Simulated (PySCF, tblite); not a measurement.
**C₃H₇ClF₂Si₂: geometry, infrared bands and NMR shifts**

Wanted: the infrared bands and NMR shifts of C₃H₇ClF₂Si₂ (`FC[Si@@H](Cl)/C(F)=C/[SiH3]`), by calculation.

Computed with tblite 0.8.0 and PySCF 2.14.0, with density-fitted response routines of our own, on a single molecule in the gas phase. Atoms count from 0, in the outputs and in this text.

## Step 1: The starting structure

15 atoms, charge 0, multiplicity 1; geometry from: force field or distance geometry start.

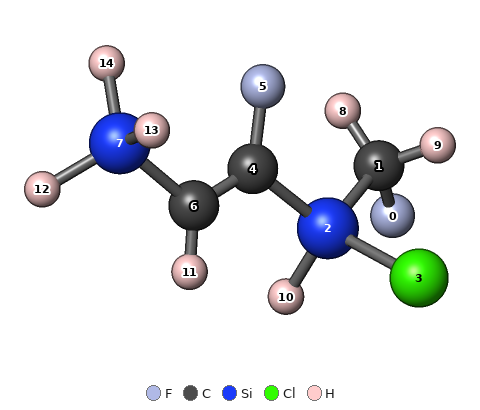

As it starts; fluorine light blue, carbon dark grey, silicon blue, chlorine green, hydrogen pink, atoms numbered; sticks join atoms by distance.

## Step 2: Geometry optimisation with GFN2-xTB

Job settings and geometry (Å):

```
{"job": {"kind": "relax", "xc": "GFN2-xTB", "basis": "xTB"}, "charge": 0, "multiplicity": 1}
F     -3.691000    -0.138700     0.776500
C     -2.754000     0.540400     0.046400
Si    -1.381700    -0.663300    -0.349800
Cl    -1.820600    -1.567000    -2.203400
C      0.281700     0.147400    -0.371000
F      0.311500     1.488200    -0.591000
C      1.371100    -0.563100    -0.202300
Si     3.017100     0.294700    -0.229100
H     -2.377300     1.444500     0.568200
H     -3.203100     0.858700    -0.900200
H     -1.410000    -1.716800     0.694800
H      1.272600    -1.633800    -0.034200
H      3.986100    -0.511200     0.551800
H      3.503900     0.362300    -1.619300
H      2.889200     1.665800     0.334900
```

Command:

```sh
OMP_NUM_THREADS=1 python probes_run.py task.json out
```

One launch serves the whole session: the jobs run in the order shown.

The log of the run:

```text
step      E/eV     max force
  0    -747.02550    2.025
  1    -747.13905    1.227
  2    -747.22111    0.675
  3    -747.24100    0.352
  4    -747.26168    0.344
  5    -747.27516    0.443
  6    -747.28630    0.305
  7    -747.29551    0.284
  8    -747.30455    0.231
  9    -747.31160    0.236
 10    -747.31620    0.149
 11    -747.31952    0.139
 12    -747.32216    0.110
 13    -747.32397    0.114
 14    -747.32507    0.079
 15    -747.32594    0.100
 16    -747.32711    0.117
 17    -747.32852    0.115
 18    -747.32962    0.095
 19    -747.33020    0.047
 20    -747.33060    0.055
 21    -747.33109    0.076
 22    -747.33166    0.080
 23    -747.33214    0.054
 24    -747.33245    0.052
 25    -747.33270    0.053
 26    -747.33298    0.052
 27    -747.33323    0.043
 28    -747.33340    0.029
 29    -747.33352    0.030
 30    -747.33365    0.034
 31    -747.33384    0.039
 32    -747.33411    0.052
 33    -747.33451    0.058
 34    -747.33508    0.069
 35    -747.33581    0.071
 36    -747.33644    0.056
 37    -747.33682    0.053
 38    -747.33709    0.053
 39    -747.33740    0.057
 40    -747.33781    0.074
 41    -747.33824    0.058
 42    -747.33858    0.042
 43    -747.33883    0.042
 44    -747.33907    0.049
 45    -747.33938    0.058
 46    -747.33969    0.046
 47    -747.33990    0.034
 48    -747.34005    0.030
 49    -747.34019    0.029
 50    -747.34033    0.033
 51    -747.34053    0.041
 52    -747.34083    0.055
 53    -747.34117    0.046
 54    -747.34149    0.045
 55    -747.34177    0.044
 56    -747.34194    0.039
 57    -747.34211    0.044
 58    -747.34240    0.038
 59    -747.34263    0.034
 60    -747.34283    0.035
 61    -747.34302    0.045
 62    -747.34326    0.048
 63    -747.34350    0.037
 64    -747.34367    0.031
 65    -747.34380    0.026
 66    -747.34395    0.037
 67    -747.34423    0.050
 68    -747.34466    0.057
 69    -747.34488    0.098
 70    -747.34513    0.049
 71    -747.34544    0.027
 72    -747.34562    0.031
 73    -747.34626    0.043
 74    -747.34663    0.052
 75    -747.34713    0.049
 76    -747.34745    0.037
 77    -747.34774    0.038
 78    -747.34803    0.044
 79    -747.34837    0.044
 80    -747.34861    0.044
 81    -747.34873    0.026
 82    -747.34880    0.020
 83    -747.34886    0.016
 84    -747.34895    0.018
 85    -747.34903    0.020
 86    -747.34910    0.020
 87    -747.34916    0.024
 88    -747.34923    0.021
 89    -747.34929    0.011
 90    -747.34932    0.011
 91    -747.34934    0.012
 92    -747.34937    0.017
 93    -747.34943    0.021
 94    -747.34952    0.024
 95    -747.34960    0.022
 96    -747.34966    0.018
 97    -747.34970    0.021
 98    -747.34973    0.020
 99    -747.34978    0.017
100    -747.34984    0.018
101    -747.34988    0.019
102    -747.34992    0.019
103    -747.34998    0.020
104    -747.35005    0.025
105    -747.35011    0.019
106    -747.35015    0.013
107    -747.35018    0.018
108    -747.35021    0.018
109    -747.35029    0.028
110    -747.35042    0.036
111    -747.35055    0.029
112    -747.35062    0.012
113    -747.35065    0.010
```

Run time: 3.2 s. Hardware: 1 thread of Intel Xeon at 2.50GHz, shared host; peak memory 0.18 GiB.

Along the way: (not every step is listed)

```
step  energy from step 0 (eV)  largest force (eV/Å)
   0                   0.0000                2.0248
   1                  -0.1136                1.2265
   2                  -0.1956                0.6752
   3                  -0.2155                0.3517
   4                  -0.2362                0.3440
   5                  -0.2497                0.4428
   6                  -0.2608                0.3054
   7                  -0.2700                0.2843
   8                  -0.2790                0.2307
  18                  -0.3041                0.0953
  28                  -0.3079                0.0290
  38                  -0.3116                0.0525
  48                  -0.3146                0.0298
  58                  -0.3169                0.0384
  68                  -0.3192                0.0566
  78                  -0.3225                0.0442
  88                  -0.3237                0.0213
  98                  -0.3242                0.0203
 108                  -0.3247                0.0179
 109                  -0.3248                0.0278
 110                  -0.3249                0.0360
 111                  -0.3251                0.0291
 112                  -0.3251                0.0117
 113                  -0.3252                0.0095
```

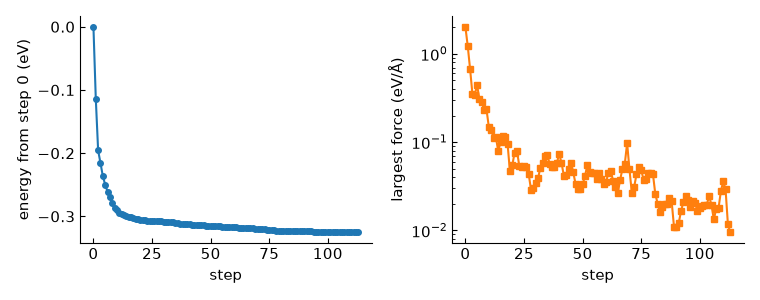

Energy and force, step by step.

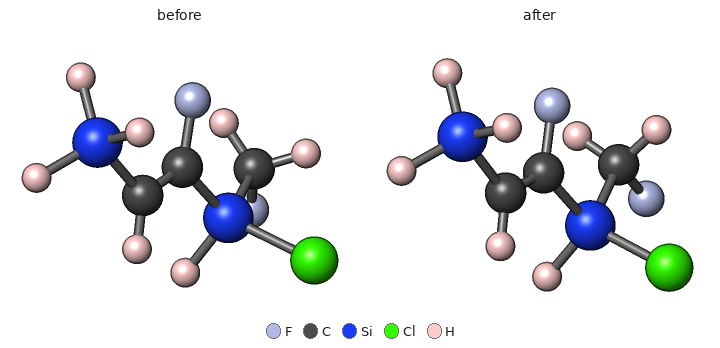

The geometry before (left) and after (right).

Distances of close pairs at the start and the end, largest changes first:

```csv
bond,before (Å),after (Å),change (Å)
Si2–Cl3,2.108,2.010,-0.098
Si2–C4,1.851,1.902,+0.051
C1–Si2,1.868,1.919,+0.051
C6–Si7,1.856,1.889,+0.033
Si7–H14,1.488,1.460,-0.028
Si2–H10,1.484,1.460,-0.024
Si7–H12,1.483,1.465,-0.018
C1–H8,1.110,1.093,-0.017
```

The final coordinates are the input of the step that follows.

## Step 3: Harmonic vibrations with GFN2-xTB

Job settings and geometry (Å):

```
{"job": {"kind": "ir", "xc": "GFN2-xTB", "basis": "xTB"}, "charge": 0, "multiplicity": 1}
F     -3.998479     0.070580     0.215744
C     -2.733157     0.584442     0.015463
Si    -1.466236    -0.831173    -0.256912
Cl    -1.787706    -1.739026    -2.021481
C      0.237973     0.012643    -0.287299
F      0.171919     1.374249    -0.393086
C      1.435484    -0.555431    -0.232439
Si     3.082278     0.367550    -0.309641
H     -2.501845     1.183829     0.899567
H     -2.804592     1.256804    -0.844599
H     -1.541979    -1.804611     0.828930
H      1.439670    -1.631911    -0.151729
H      4.038195    -0.410393     0.482140
H      3.502384     0.420073    -1.711885
H      2.921676     1.710366     0.239662
```

The log of the run:

```text
mode    cm-1     km/mol
  1     -14.7      0.33
  2       3.4      0.37
  3      48.2      6.43
  4      63.2      1.74
  5      80.2      1.57
  6     127.1      1.43
  7     162.5      5.57
  8     183.9      7.49
  9     233.6      4.13
 10     268.7      9.20
 11     397.4     17.96
 12     438.9     17.49
 13     503.1     48.24
 14     529.7     73.91
 15     562.4     80.94
 16     615.5    117.50
 17     634.6    187.86
 18     706.4     83.10
 19     742.4     34.64
 20     759.4     93.99
 21     764.3     39.98
 22     775.2    158.31
 23     777.8    206.59
 24     786.4    511.05
 25     820.6     15.10
 26    1023.7    143.90
 27    1030.3     51.58
 28    1198.7     21.30
 29    1223.8      8.79
 30    1280.2      4.51
 31    1433.5      5.77
 32    1641.4     35.44
 33    2256.3    340.70
 34    2258.4    212.39
 35    2282.0    219.19
 36    2304.4    236.67
 37    2946.2     25.11
 38    2960.5     20.57
 39    3078.6     20.08
```

It took 2 s on 1 thread of Intel Xeon at 2.50GHz, shared host; peak memory 0.18 GiB.

The strongest bands and the atoms that carry them (share of the mass-weighted mode):

```
cm⁻¹  km/mol                                   atoms
 635   187.9                                H10 83 %
 775   158.3             H12 43 %, H13 29 %, C6 10 %
 778   206.6                      H14 46 %, H13 26 %
 786   511.1  H12 33 %, H14 26 %, H13 17 %, Si7 16 %
2256   340.7                      H13 65 %, H12 31 %
2258   212.4                      H12 66 %, H13 32 %
2282   219.2                                H10 96 %
2304   236.7                                H14 97 %
```

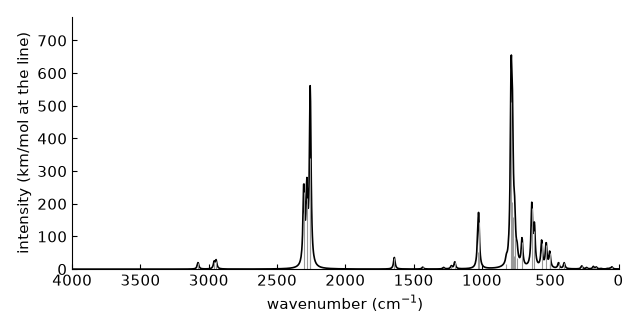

The infrared spectrum from these modes, unscaled. Lines are broadened to a width of 14 cm⁻¹ (Lorentzian).

## Step 4: NMR shieldings: PBE0/pcSseg-1

Same as in step 3 but for these lines:

```diff
@@ -1,2 +1,2 @@
-{"job": {"kind": "ir", "xc": "GFN2-xTB", "basis": "xTB"}, "charge": 0, "multiplicity": 1}
+{"job": {"kind": "nmr", "xc": "PBE0", "basis": "pcSseg-1"}, "charge": 0, "multiplicity": 1}
 F     -3.998479     0.070580     0.215744
```

With the program's defaults for keys left out, this is: GIAO PBE0/pcSseg-1 NMR shielding, non-relativistic, gas phase.

The log of the run:

```text
coarse grid: 14648 points
cycle   1  E = -1356.4746597766  dE =  7.006e-01  |g| = 6.544e-01  |ddm| = 3.517e+00
cycle   2  E = -1356.3961129589  dE =  7.855e-02  |g| = 9.437e-01  |ddm| = 1.135e+00
cycle   3  E = -1356.5519619141  dE = -1.558e-01  |g| = 9.790e-02  |ddm| = 7.108e-01
cycle   4  E = -1356.5537464900  dE = -1.785e-03  |g| = 5.254e-02  |ddm| = 1.349e-01
cycle   5  E = -1356.5543802356  dE = -6.337e-04  |g| = 1.434e-02  |ddm| = 5.098e-02
cycle   6  E = -1356.5544181258  dE = -3.789e-05  |g| = 4.396e-03  |ddm| = 1.378e-02
cycle   7  E = -1356.5544225518  dE = -4.426e-06  |g| = 7.346e-04  |ddm| = 4.043e-03
final grid: 130040 points
cycle   8  E = -1356.6120000777  dE = -3.377e-05  |g| = 8.079e-03  |ddm| = 2.037e-02
cycle   9  E = -1356.6119890237  dE =  1.105e-05  |g| = 1.135e-02  |ddm| = 1.341e-02
cycle  10  E = -1356.6120132199  dE = -2.420e-05  |g| = 1.164e-03  |ddm| = 7.680e-03
cycle  11  E = -1356.6120134161  dE = -1.961e-07  |g| = 3.282e-04  |ddm| = 1.100e-03
cycle  12  E = -1356.6120134346  dE = -1.858e-08  |g| = 1.082e-04  |ddm| = 3.334e-04
cycle  13  E = -1356.6120134368  dE = -2.143e-09  |g| = 4.105e-05  |ddm| = 1.136e-04
cycle  14  E = -1356.6120134371  dE = -3.715e-10  |g| = 8.901e-06  |ddm| = 3.603e-05
converged SCF energy = -1356.6120134371

GIAO shielding tensors (ppm)
atom      isotropic    diamagn.    paramagn.     s11        s22        s33       span
  0 F      478.377     467.521      10.856    432.282    484.706    518.144     85.862
  1 C      104.476     250.843    -146.367     63.644     83.073    166.710    103.065
  2 Si     365.101     878.994    -513.893    314.684    382.437    398.181     83.497
  3 Cl     967.737    1148.020    -180.284    907.638    984.847   1010.725    103.087
  4 C       -1.402     257.312    -258.714   -124.769     53.679     66.884    191.652
  5 F      243.350     478.571    -235.221    110.539    253.512    366.001    255.463
  6 C       63.379     262.074    -198.695    -63.045     89.025    164.157    227.203
  7 Si     440.375     879.605    -439.230    427.452    433.785    459.887     32.435
  8 H       26.659      30.946      -4.287     21.985     27.204     30.787      8.802
  9 H       26.541      29.632      -3.092     22.200     26.958     30.464      8.264
 10 H       26.251      28.550      -2.299     23.584     23.760     31.411      7.827
 11 H       25.966      33.172      -7.207     22.851     24.634     30.412      7.561
 12 H       27.762      28.075      -0.313     24.376     25.922     32.987      8.611
 13 H       27.441      28.005      -0.564     23.956     25.726     32.642      8.686
 14 H       27.242      28.904      -1.662     23.382     27.004     31.340      7.958
```

Run time: 85 s. Hardware: 1 thread of Intel Xeon at 2.50GHz, shared host; peak memory 0.91 GiB.

The references, computed at this level on geometries of the same kind, shield at (ppm): ¹H TMS 31.72, ¹³C TMS 186.9, ²⁹Si TMS 349.2, ¹⁹F CFCl3 170.9, ³⁵Cl HCl 950. Their shielding less the atom's gives the shift. The references are single molecules in the gas phase, so shifts against H2O, NH3, PH3, H3PO4 or CFCl3 are not on the usual liquid scales and can be off by tens of ppm. Atoms listed in one row are averaged.

```csv
atoms,environment,σ (ppm),δ (ppm),δ scaled to CDCl3
C4,fully substituted alkene carbon,-1.4,188.3,181.9
C6,alkene CH,63.4,123.5,118.7
C1,sp3 CH2 bonded to F and Si,104.5,82.4,78.6
H11,hydrogen on an alkene CH,25.97,5.75,5.53
H10,"hydrogen on a silicon bonded to 2 C, Cl",26.25,5.47,–
H9,hydrogen on an sp3 CH2 bonded to F and Si,26.54,5.18,4.99
H8,hydrogen on an sp3 CH2 bonded to F and Si,26.66,5.06,4.87
"H12, H13, H14",hydrogen on a silicon bonded to C,27.48,4.24,–
F5,vinylic fluorine,243.4,-72.4,–
F0,fluorine on an sp3 carbon,478.4,-307.4,–
Si2,"silicon bonded to 2 C, Cl, H",365.1,-15.9,–
Si7,"silicon bonded to C, 3 H",440.4,-91.2,–
Cl3,chlorine bonded to Si,968,-18,–
```

The scaled column applies a straight-line fit of computed shieldings to shifts measured in CDCl3, with any fitted terms for Cl, Br or S neighbours, and one for carbons that bear F (root-mean-square error 0.16 ppm for H, 1.9 ppm for C).

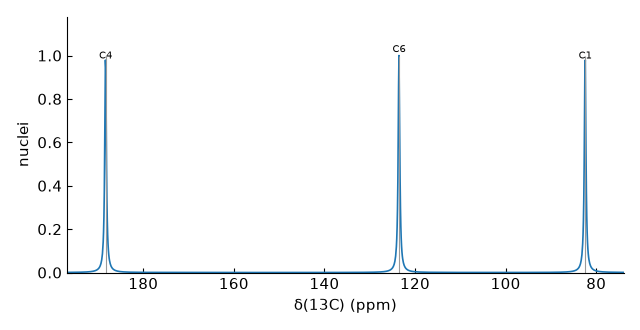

¹³C lines at the computed shifts, without couplings. Lines are broadened to a width of 0.42 ppm (Lorentzian).

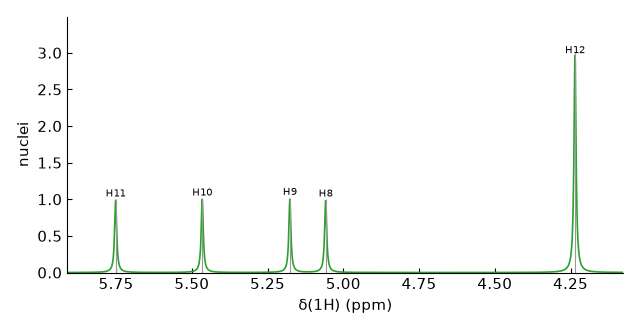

¹H lines at the computed shifts, without couplings. Lines are broadened to a width of 0.01 ppm (Lorentzian).

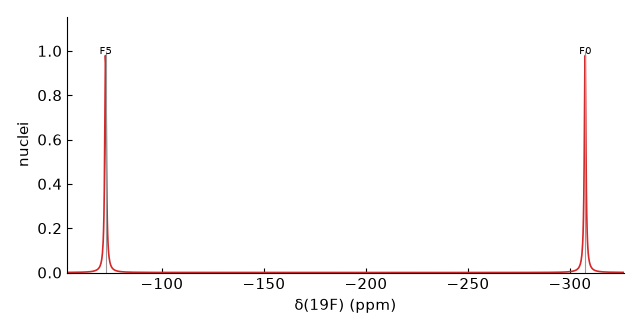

¹⁹F lines at the computed shifts, without couplings. Lines are broadened to a width of 0.94 ppm (Lorentzian).

The run also stored atomic charges by several schemes (e):

| atoms | Mulliken | IAO | Hirshfeld | ESP fit |
| --- | --- | --- | --- | --- |
| F0 | -0.34 | -0.32 | -0.13 | -0.25 |
| C1 | -0.14 | -0.24 | -0.07 | 0.09 |
| Si2 | 0.81 | 0.92 | 0.36 | 0.29 |
| Cl3 | -0.29 | -0.29 | -0.10 | -0.15 |
| C4 | -0.01 | 0.02 | -0.01 | 0.12 |
| F5 | -0.29 | -0.28 | -0.08 | -0.16 |
| C6 | -0.46 | -0.46 | -0.16 | -0.43 |
| Si7 | 0.56 | 0.61 | 0.32 | 0.46 |

IAO charges:

F0 -0.32; C1 -0.24; Si2 0.92; Cl3 -0.29; C4 0.02; F5 -0.28; C6 -0.46; Si7 0.61; H8 0.16; H9 0.16; H10 -0.11; H11 0.17; H12 -0.12; H13 -0.11; H14 -0.10

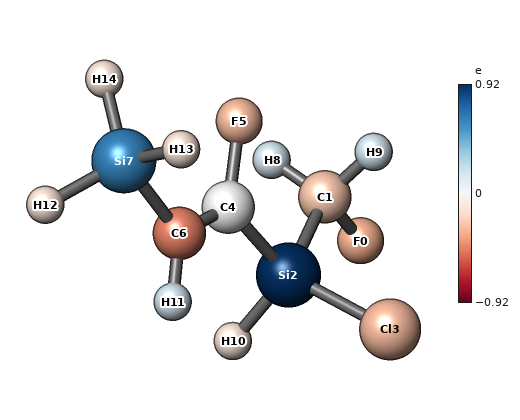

IAO charges, as colours on the atoms.

Mayer bond orders: F0–C1 0.84, C1–Si2 0.92, Si2–Cl3 1.04, Si2–C4 0.83, C4–F5 0.89, C4–C6 1.85, C6–Si7 0.85.

## Step 5: Results

| quantity | value |
| --- | --- |
| strongest single infrared mode (GFN2-xTB) | 786 cm⁻¹, 511 km/mol |
| zero-point energy (GFN2-xTB) | 54.2 kcal/mol |
| ¹³C shifts against TMS (PBE0/pcSseg-1) | 188.3, 123.5, 82.4 ppm |
| ¹H shifts against TMS (PBE0/pcSseg-1, means over atoms taken as alike) | 5.75, 5.47, 5.18, 5.06, 4.24 ppm |
| ¹⁹F shifts against CFCl3 (PBE0/pcSseg-1) | -72.4, -307.4 ppm |
| ²⁹Si shifts against TMS (PBE0/pcSseg-1) | -15.9, -91.2 ppm |
| ³⁵Cl shifts against HCl (PBE0/pcSseg-1) | -18 ppm |

Relaxing lowered the energy by 0.325 eV in 113 steps; the close pair that moved most is Si2–Cl3, from 2.108 to 2.010 Å. The lowest mode is slightly imaginary (15i cm⁻¹), a soft motion within the noise of the Hessian, so the minimum is not strictly shown. The strongest single mode, at 786 cm⁻¹, is carried by H12, H14, H13, Si7. GFN2-xTB is a fitted tight-binding method: band positions and strengths are rough. Its intensities can rank the bands wrongly. H11 (hydrogen on an alkene CH) lies farthest downfield among hydrogen, at 5.75 ppm; attached to an sp2 carbon and in the plane of the double bond. At PBE0/pcSseg-1: The largest span, 255 ppm, is at F5, where the paramagnetic term is -235 ppm.
